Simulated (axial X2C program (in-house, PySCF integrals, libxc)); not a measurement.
**All-electron X2C curves of SbSe⁺**

What are the state, bond length, wavenumber and bond energy of SbSe⁺, and what does spin–orbit coupling change?

Method: all-electron X2C, Sb dyall-v3z, Se dyall-v3z; program: an in-house X2C program for linear molecules on PySCF integrals.

All values are calculated.

## Step 1: Input

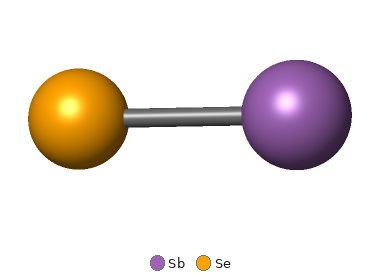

The two atoms at 2.400 Å (antimony purple, selenium orange).

The input, task.json:

```json
{
 "zs": [
  51,
  34
 ],
 "q": 1,
 "bas": [
  "dyall-v3z",
  "dyall-v3z"
 ],
 "levels": [
  "PBE0",
  "HF",
  "PW91",
  "r2SCAN"
 ],
 "cc": false,
 "r0": 2.4,
 "npts": 10,
 "nst": 2,
 "ntry": 6
}
```

Keys: zs atomic numbers; q charge; bas basis sets; levels methods (HF also brings MP2); cc coupled cluster on or off; r0 starting distance in Å; npts points asked for on the curve; nst determinants followed; ntry starts of the search.

The run is started by

```
$ python so2c.py task.json out
```

Spin-free means the one-electron spin-free X2C Hamiltonian; two-component (2c) means X2C with spin–orbit coupling and atomic mean-field two-electron Coulomb and Gaunt terms. Basis: Sb dyall-v3z contracted to [11s12p8d1f], Se dyall-v3z contracted to [8s9p6d1f]; Gaussian nuclei, density fitting. Masses: Sb 120.904 u, Se 79.917 u.

Notation: σ, π±, δ± give the projection m of an orbital's angular momentum (0, ±1, ±2), α and β its spin, Λ and M_S the sums; ω is the projection of a spinor's total angular momentum and Ω the sum. Logs are in hartree.

The results follow Hamiltonian by Hamiltonian and level by level.

## Step 2: State search with PBE0

PBE0 moves the distance from 2.400 Å to 2.267 Å and compares determinants there.

Spin-free determinants:

```tsv
ΔE (eV)	state	open shells
0.00	M_S = 0, Λ = 0	closed shell
2.35	M_S = 1, Λ = 0	beyond closed shells: π+α, π+β, 2 × π-α
2.35	M_S = 1, Λ = 2	beyond closed shells: 2 × π+α, π+β, π-α
2.65	M_S = 0, Λ = 2	beyond closed shells: π+α, 2 × π+β, π-α
3.06	M_S = 1, Λ = 1	beyond closed shells: σα, π+α
3.32	M_S = 0, Λ = 1	beyond closed shells: σα, π+β
```

Two-component determinants:

```json
{"ΔE (eV)": "0.00", "state": "Ω = 0", "open shells": "closed shell"}
{"ΔE (eV)": "2.03", "state": "Ω = 1", "open shells": "excess of +ω over −ω: ω = -1/2, ω = 3/2"}
{"ΔE (eV)": "2.31", "state": "Ω = 1", "open shells": "excess of +ω over −ω: 2 × ω = 1/2"}
{"ΔE (eV)": "2.32", "state": "Ω = 2", "open shells": "excess of +ω over −ω: ω = 1/2, ω = 3/2"}
{"ΔE (eV)": "2.44", "state": "Ω = 3", "open shells": "excess of +ω over −ω: 2 × ω = 3/2"}
{"ΔE (eV)": "2.73", "state": "Ω = 1", "open shells": "excess of +ω over −ω: ω = -1/2, ω = 3/2"}
{"ΔE (eV)": "3.03", "state": "Ω = 2", "open shells": "excess of +ω over −ω: ω = 1/2, ω = 3/2"}
```

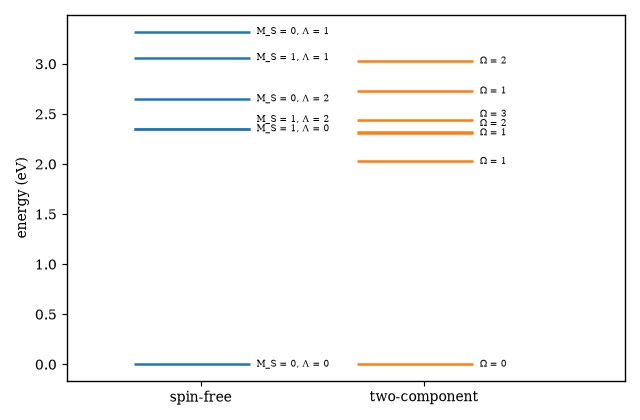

The determinants found, each set from its own lowest.

## Step 3: PBE0, spin-free

State followed: M_S = 0, Λ = 0 (closed shell). The scan is laid around 2.267 Å, a first estimate of the minimum, and this SCF restarts from the orbitals of the search.

Output at 2.267 Å:

```text
spin-free X2C-1e  PBE0
basis functions 166  fitting functions 1031  grid points 5803
iter        total energy     max residual
   1      -8909.918783849     7.88e-05
   2      -8909.918783888     4.43e-05
   3      -8909.918783902     7.11e-06
   4      -8909.918783903     4.10e-06
converged
one-electron -13067.66515163  Coulomb 4012.93695253  exact exchange -63.98460095  xc functional -195.96702653  nuclear repulsion 404.76104267
```

Along the bond, energies from the lowest point:

```tsv
R (Å)	E (eV)	μ (D)	HOMO (eV)	LUMO (eV)	iterations
1.972	1.6443	-1.24	-14.79	-9.00	25
2.063	0.6681	-1.47	-14.83	-9.18	19
2.131	0.2559	-1.65	-14.59	-9.31	18
2.199	0.0492	-1.82	-14.35	-9.44	15
2.267	0.0000	-1.98	-14.13	-9.56	4
2.346	0.0915	-2.15	-13.89	-9.69	15
2.426	0.2995	-2.32	-13.68	-9.81	13
2.528	0.6812	-2.52	-13.43	-9.95	12
2.652	1.2504	-2.74	-13.17	-10.10	12
2.834	2.1554	-3.00	-12.85	-10.28	13
```

Dipoles are positive if Se is the positive end and refer to the centre of mass.

Outer orbitals at the reference distance:

| symmetry | occupied | ε (eV) | atomic character |
| --- | --- | --- | --- |
| σα | yes | -26.43 | 65% Se s, 18% Sb s, 9% Sb p |
| σα | yes | -20.65 | 59% Sb s, 18% Se p, 16% Se s |
| σα | yes | -14.78 | 46% Se p, 39% Sb p, 10% Sb s |
| π+α | yes | -14.13 | 63% Se p, 32% Sb p, 3% Sb d |
| π-α | yes | -14.13 | 63% Se p, 32% Sb p, 3% Sb d |
| π+α | no | -9.56 | 63% Sb p, 29% Se p, 4% Sb d |
| π-α | no | -9.56 | 63% Sb p, 29% Se p, 4% Sb d |
| σα | no | -5.77 | 40% Sb p, 24% Sb d, 18% Se p |
| σα | no | -3.20 | 68% Sb s, 13% Se d, 7% Se s |

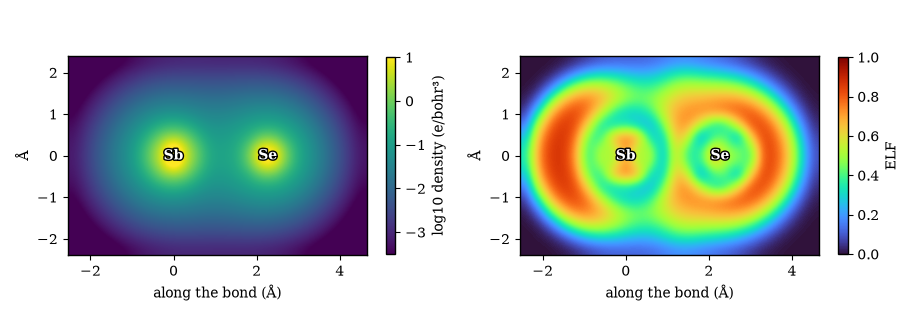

PBE0 fields in a plane through the axis, from a grid of 0.3 Å; Sb lies at z = 0 and Se at z = 2.267 Å; the ELF is damped to zero where the density is low.

Re = 2.258 Å, ωe = 389 cm⁻¹, ωexe = 0.62 cm⁻¹, Be = 0.06873 cm⁻¹, De = 4.65 eV, μ = -1.95 D.

## Step 4: HF, spin-free

The SCF at the reference distance of 2.267 Å:

```text
spin-free X2C-1e  HF
basis functions 166  fitting functions 1031  grid points 5803
iter        total energy     max residual
   1      -8905.905560216     3.37e-01
   2      -8905.940043770     7.63e-03
   3      -8905.940826793     2.17e-02
   4      -8905.941690853     2.60e-03
   5      -8905.941714556     5.74e-04
   6      -8905.941721385     4.74e-04
   7      -8905.941722096     1.32e-04
   8      -8905.941722210     2.53e-05
   9      -8905.941722214     1.20e-05
  10      -8905.941722214     2.36e-06
converged
one-electron -13066.12977137  Coulomb 4011.49137890  exact exchange -256.06437242  xc functional 0.00000000  nuclear repulsion 404.76104267
```

Re = 2.225 Å, ωe = 428 cm⁻¹, ωexe = 0.568 cm⁻¹, Be = 0.07079 cm⁻¹, De = 1.83 eV, μ = -2.56 D.

## Step 5: PW91, spin-free

The SCF at the reference distance of 2.267 Å:

```text
spin-free X2C-1e  PW91
basis functions 166  fitting functions 1031  grid points 5803
iter        total energy     max residual
   1      -8911.262388419     1.39e-01
   2      -8911.266508660     1.79e-02
   3      -8911.267740795     4.53e-02
   4      -8911.268607885     2.46e-03
   5      -8911.268615803     1.67e-03
   6      -8911.268627387     3.43e-04
   7      -8911.268627545     6.77e-05
   8      -8911.268627599     3.85e-05
   9      -8911.268627603     8.94e-06
converged
one-electron -13067.98978619  Coulomb 4013.24960979  exact exchange 0.00000000  xc functional -261.28949387  nuclear repulsion 404.76104267
```

Re = 2.292 Å, ωe = 360 cm⁻¹, ωexe = 0.653 cm⁻¹, Be = 0.06671 cm⁻¹, De = 5.21 eV, μ = -1.76 D.

## Step 6: r2SCAN, spin-free

The SCF at the reference distance of 2.267 Å:

```text
spin-free X2C-1e  r2SCAN
basis functions 166  fitting functions 1031  grid points 5803
iter        total energy     max residual
   1      -8910.542229378     1.97e-01
   2      -8910.545355849     2.90e-03
   3      -8910.545411100     5.83e-03
   4      -8910.545443134     5.15e-03
   5      -8910.545449226     6.85e-04
   6      -8910.545449541     1.26e-04
   7      -8910.545449565     9.45e-05
   8      -8910.545449576     6.74e-06
   9      -8910.545449576     3.75e-06
converged
one-electron -13067.53335646  Coulomb 4012.81436537  exact exchange 0.00000000  xc functional -260.58750115  nuclear repulsion 404.76104267
```

Re = 2.270 Å, ωe = 378 cm⁻¹, ωexe = 0.649 cm⁻¹, Be = 0.06801 cm⁻¹, De = 4.86 eV, μ = -1.84 D.

## Step 7: MP2, spin-free

Correlated methods: 20 electrons correlated (frozen shells, counted by type: Sb 4 s, 3 p, 1 d; Se 3 s, 2 p, 1 d), 186 virtual spinors in MP2.

MP2: Re = 2.302 Å, ωe = 347 cm⁻¹, Be = 0.0661 cm⁻¹, De = 4.81 eV.

## Step 8: A higher determinant, spin-free

State: M_S = 1, Λ = 0 (beyond closed shells: π+α, π+β, 2 × π-α).

Output at the reference distance:

```text
spin-free X2C-1e  PBE0
basis functions 166  fitting functions 1031  grid points 5803
iter        total energy     max residual
   1      -8909.832385937     3.95e-05
   2      -8909.832385968     3.24e-05
   3      -8909.832385977     2.33e-05
   4      -8909.832385981     9.19e-06
converged
one-electron -13067.61409765  Coulomb 4013.01181376  exact exchange -64.00388355  xc functional -195.98726122  nuclear repulsion 404.76104267
```

```tsv
R (Å)	E above the lowest PBE0 point (eV)
1.972	5.630
2.063	4.104
2.131	3.306
2.199	2.738
2.267	2.351
2.346	2.077
2.426	1.950
2.528	1.942
2.652	2.095
```

No constants are quoted: too few points lie around the minimum for a second fit to confirm the first.

## Step 9: The spin-free curves together

Energy (eV) of the followed determinant, spin-free, from each level's lowest point:

```tsv
R (Å)	PBE0	HF	MP2	PW91	r2SCAN
1.972	1.644	1.454	1.926	1.869	1.730
2.063	0.668	0.517	0.868	0.830	0.728
2.131	0.256	0.150	0.392	0.366	0.297
2.199	0.049	0.000	0.119	0.105	0.070
2.267	0.000	0.016	0.000	0.000	0.000
2.346	0.092	0.194	0.005	0.024	0.066
2.426	0.299	0.496	0.121	0.164	0.248
2.528	0.681	1.007	0.378	0.457	0.594
2.652	1.250	1.740	0.801	0.919	1.118
2.834	2.155	2.872	1.635	1.671	1.954
```

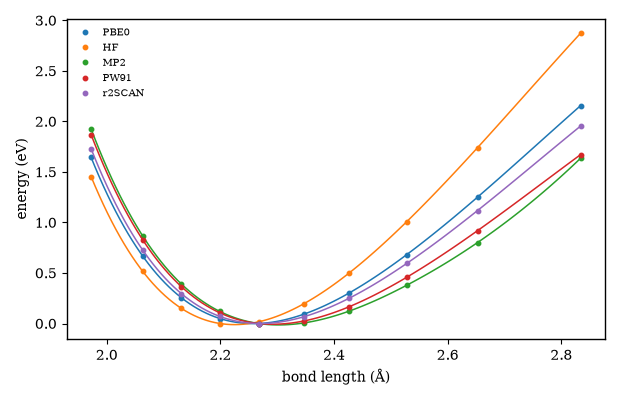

Curves of the followed state, spin-free, each from its own lowest point.

## Step 10: PBE0, 2c

State followed: Ω = 0 (closed shell). The scan is laid around 2.267 Å, a first estimate of the minimum, and this SCF restarts from the orbitals of the search.

Output at 2.267 Å:

```text
two-component X2C + atomic mean field  PBE0
basis functions 166  fitting functions 1031  grid points 5803
iter        total energy     max residual
   1      -8906.372462572     1.77e-05
   2      -8906.372462573     7.10e-06
converged
one-electron -13057.69328415  Coulomb 4011.04708611  exact exchange -63.95049735  xc functional -195.86623043  nuclear repulsion 404.76104267  atomic mean-field constant -4.67057943
```

Along the bond, energies from the lowest point:

```tsv
R (Å)	E (eV)	μ (D)	HOMO (eV)	LUMO (eV)	iterations
1.972	1.6637	-1.23	-14.80	-9.17	28
2.063	0.6820	-1.47	-14.69	-9.35	20
2.131	0.2655	-1.64	-14.44	-9.48	17
2.199	0.0542	-1.80	-14.20	-9.61	15
2.267	0.0000	-1.96	-13.98	-9.73	2
2.346	0.0850	-2.13	-13.75	-9.86	15
2.426	0.2855	-2.30	-13.54	-9.98	14
2.528	0.6557	-2.49	-13.30	-10.12	15
2.652	1.2067	-2.69	-13.04	-10.26	16
2.834	2.0700	-2.93	-12.76	-10.41	18
```

Dipoles are positive if Se is the positive end and refer to the centre of mass.

Outer spinors at the reference distance:

| ω | occupied | ε (eV) | atomic character | λ mixture |
| --- | --- | --- | --- | --- |
| 1/2 | yes | -26.43 | 65% Se s, 18% Sb s, 9% Sb p | 100% σ |
| 1/2 | yes | -20.64 | 59% Sb s, 18% Se p, 16% Se s | 100% σ |
| 1/2 | yes | -14.80 | 46% Se p, 40% Sb p, 10% Sb s | 99% σ, 1% π |
| 1/2 | yes | -14.28 | 62% Se p, 33% Sb p, 3% Sb d | 100% π |
| 3/2 | yes | -13.98 | 64% Se p, 30% Sb p, 4% Sb d | 100% π |
| 1/2 | no | -9.73 | 61% Sb p, 31% Se p, 4% Sb d | 99% π, 1% σ |
| 3/2 | no | -9.34 | 65% Sb p, 27% Se p, 4% Sb d | 100% π |
| 1/2 | no | -5.76 | 40% Sb p, 24% Sb d, 18% Se p | 100% σ |
| 1/2 | no | -3.19 | 68% Sb s, 13% Se d, 7% Se s | 100% σ |

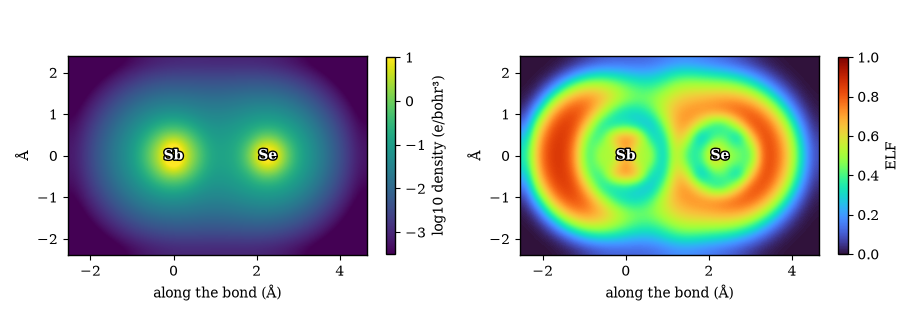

PBE0 fields in a plane through the axis, from a grid of 0.3 Å; Sb lies at z = 0 and Se at z = 2.267 Å; the ELF is damped to zero where the density is low.

Re = 2.261 Å, ωe = 385 cm⁻¹, ωexe = 0.642 cm⁻¹, Be = 0.06855 cm⁻¹, De = 4.51 eV, μ = -1.94 D.

## Step 11: HF, 2c

The SCF at the reference distance of 2.267 Å:

```text
two-component X2C + atomic mean field  HF
basis functions 166  fitting functions 1031  grid points 5803
iter        total energy     max residual
   1      -8902.357724184     3.87e-01
   2      -8902.392132357     7.64e-03
   3      -8902.392945364     2.38e-02
   4      -8902.393753245     2.79e-03
   5      -8902.393782901     5.39e-04
   6      -8902.393796288     8.56e-04
   7      -8902.393799498     3.56e-04
   8      -8902.393801656     1.73e-04
   9      -8902.393802629     2.39e-04
  10      -8902.393803135     1.24e-04
  11      -8902.393803252     3.79e-05
  12      -8902.393803282     2.35e-05
  13      -8902.393803293     1.91e-05
  14      -8902.393803296     3.50e-06
  15      -8902.393803297     7.26e-07
converged
one-electron -13056.18352969  Coulomb 4009.62703936  exact exchange -255.92777621  xc functional 0.00000000  nuclear repulsion 404.76104267  atomic mean-field constant -4.67057943
```

No constants are quoted: the solution changes its character somewhere along the scan, so the fit is set aside.

## Step 12: PW91, 2c

Output at 2.267 Å:

```text
two-component X2C + atomic mean field  PW91
basis functions 166  fitting functions 1031  grid points 5803
iter        total energy     max residual
   1      -8907.716199988     1.56e-01
   2      -8907.720407448     1.76e-02
   3      -8907.721575818     4.95e-02
   4      -8907.722406252     2.54e-03
   5      -8907.722413268     1.72e-03
   6      -8907.722424940     3.39e-04
   7      -8907.722425073     6.41e-05
   8      -8907.722425124     3.71e-05
   9      -8907.722425128     8.36e-06
converged
one-electron -13058.01127652  Coulomb 4011.35303380  exact exchange 0.00000000  xc functional -261.15464565  nuclear repulsion 404.76104267  atomic mean-field constant -4.67057943
```

Re = 2.294 Å, ωe = 358 cm⁻¹, ωexe = 0.665 cm⁻¹, Be = 0.06656 cm⁻¹, De = 5.01 eV, μ = -1.75 D.

## Step 13: r2SCAN, 2c

Output at 2.267 Å:

```text
two-component X2C + atomic mean field  r2SCAN
basis functions 166  fitting functions 1031  grid points 5803
iter        total energy     max residual
   1      -8906.988736829     2.00e-01
   2      -8906.991994630     2.94e-03
   3      -8906.992052529     4.60e-03
   4      -8906.992075737     4.29e-03
   5      -8906.992078966     3.48e-04
   6      -8906.992079123     1.51e-04
   7      -8906.992079146     5.59e-05
   8      -8906.992079151     9.22e-06
converged
one-electron -13057.54644554  Coulomb 4010.90915267  exact exchange 0.00000000  xc functional -260.44524952  nuclear repulsion 404.76104267  atomic mean-field constant -4.67057943
```

Re = 2.272 Å, ωe = 376 cm⁻¹, ωexe = 0.659 cm⁻¹, Be = 0.06787 cm⁻¹, De = 4.82 eV, μ = -1.84 D.

## Step 14: Correlated methods, 2c

Correlated methods: 20 electrons correlated (frozen shells, counted by type: Sb 4 s, 3 p, 1 d; Se 3 s, 2 p, 1 d), 186 virtual spinors in MP2.

MP2: No constants are quoted: the reference changes its character somewhere along the scan, so the fit is set aside.

## Step 15: A higher determinant, 2c

State: Ω = 1 (excess of +ω over −ω: ω = -1/2, ω = 3/2).

Output at the reference distance:

```text
two-component X2C + atomic mean field  PBE0
basis functions 166  fitting functions 1031  grid points 5803
iter        total energy     max residual
   1      -8906.298020052     9.30e-05
   2      -8906.298020058     9.95e-06
converged
one-electron -13057.84169594  Coulomb 4011.31321347  exact exchange -63.97051982  xc functional -195.88948101  nuclear repulsion 404.76104267  atomic mean-field constant -4.67057943
```

```tsv
R (Å)	E above the lowest PBE0 point (eV)
1.972	5.310
2.063	3.783
2.131	2.985
2.199	2.415
2.267	2.026
2.346	1.749
2.426	1.617
2.528	1.603
2.652	1.745
```

No constants are quoted: too few points lie around the minimum for a second fit to confirm the first.

## Step 16: The 2c curves together

Energy (eV) of the followed determinant, 2c, from each level's lowest point:

```tsv
R (Å)	PBE0	HF (jumps)	MP2 (its reference jumps)	PW91	r2SCAN
1.972	1.664	1.476	1.924	1.885	1.745
2.063	0.682	0.532	0.863	0.841	0.739
2.131	0.266	0.158	0.386	0.374	0.304
2.199	0.054	0.000	0.114	0.109	0.074
2.267	0.000	0.007	0.000	0.000	0.000
2.346	0.085	0.169	0.023	0.020	0.062
2.426	0.286	0.447	0.203	0.154	0.239
2.528	0.656	0.887	0.754	0.440	0.578
2.652	1.207	1.412	1.712	0.891	1.092
2.834	2.070	2.008	2.994	1.624	1.912
```

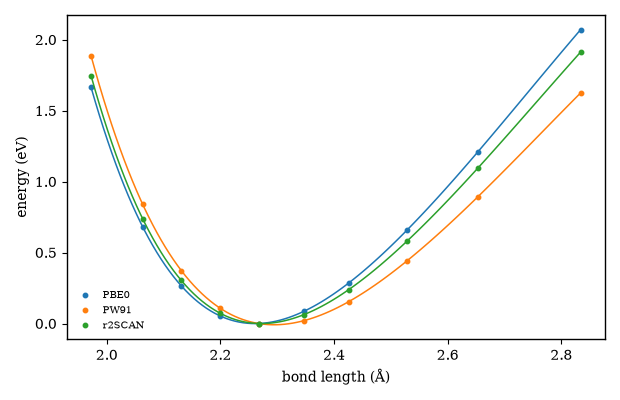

Curves of the followed state, 2c, each from its own lowest point. Left out: HF, MP2.

Time for the job: 3.6 min (1 thread of Arm Neoverse N1, shared host); peak memory 0.37 GiB.

## Step 17: Results

Lowest determinant that the search found at its distance, spin-free: M_S = 0, Λ = 0 (closed shell).

Lowest determinant that the search found at its distance, 2c: Ω = 0 (closed shell).

| Hamiltonian | level | Re (Å) | ωe (cm⁻¹) | De (eV) | μ (D) |
| --- | --- | --- | --- | --- | --- |
| spin-free | PBE0 | 2.258 | 389 | 4.65 | -1.95 |
| spin-free | HF | 2.225 | 428 | 1.83 | -2.56 |
| spin-free | MP2 | 2.302 | 347 | 4.81 | n/a |
| spin-free | PW91 | 2.292 | 360 | 5.21 | -1.76 |
| spin-free | r2SCAN | 2.270 | 378 | 4.86 | -1.84 |
| 2c | PBE0 | 2.261 | 385 | 4.51 | -1.94 |
| 2c | PW91 | 2.294 | 358 | 5.01 | -1.75 |
| 2c | r2SCAN | 2.272 | 376 | 4.82 | -1.84 |

Dipoles are positive if Se is the positive end and refer to the centre of mass. No constants: 2c HF (the solution changes its character somewhere along the scan, so the fit is set aside); 2c MP2 (the reference changes its character somewhere along the scan, so the fit is set aside).

Time per point (s) on 1 thread of Arm Neoverse N1, shared host (2c runs); the times are rough: PBE0 1.4, PW91 0.76, r2SCAN 1.5.

What this shows: At PBE0, going from spin-free to two-component changes Re by +3 mÅ, ωe by -0.8 %, which is small (part of it comes from the scalar share of the two-electron terms). De moves by -0.14 eV; both De rest on single-determinant atoms, which can miss part of an open shell's spin–orbit lowering.

De refers to Sb+ + Se; at HF, spin-free, to Sb + Se+, each in the lowest determinant found, which need not be this curve's own limit. The state is a single determinant with fixed occupations, the lowest that a limited PBE0 search found. The closed shell is kept restricted; where the fragments are open shells, the energy then runs too high at long range. Dissociation energies refer to the lowest single-determinant-based atoms at the same level and basis. The meta-GGAs lack a current-density term, which matters for open shells with orbital currents, atoms included.
